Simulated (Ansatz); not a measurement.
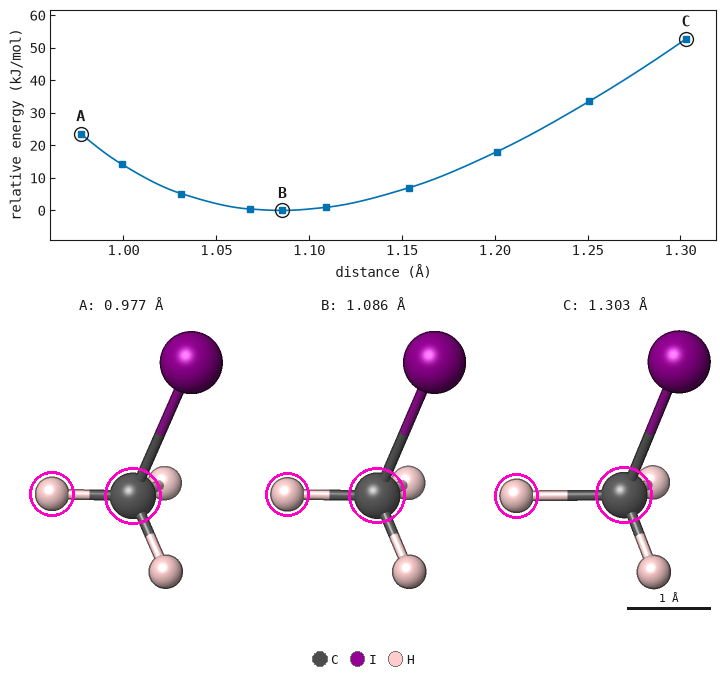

Energy scan for CH3I, in which one C–H bond length is varied, with all other coordinates relaxed. The lettered frames are marked on the plot. Style: ball-and-stick. Shown from a free direction. The ringed atoms are those of the scanned coordinate.

Level of theory: CCSD(T) (def2-TZVPP, Ansatz), on geometries relaxed under the constraint at PBE0-D4/def2-TZVP. Coupled cluster with a frozen core. Elements past krypton carry the basis set's effective core potentials. Energies are counted from the PBE0-D4/def2-TZVP minimum geometry at the same level.

Q: Read off the main features of the energy profile.

A: Of the computed points the lowest is at the distance 1.086 Å, 0.0 kJ/mol. At the ends of the scan the energy is 23.6 kJ/mol (0.977 Å) and 52.7 kJ/mol (1.303 Å). The curvature at the lowest point is about 34 eV/Å² (5.5 mdyn/Å). The well is steeper on the short side, as for any bond.
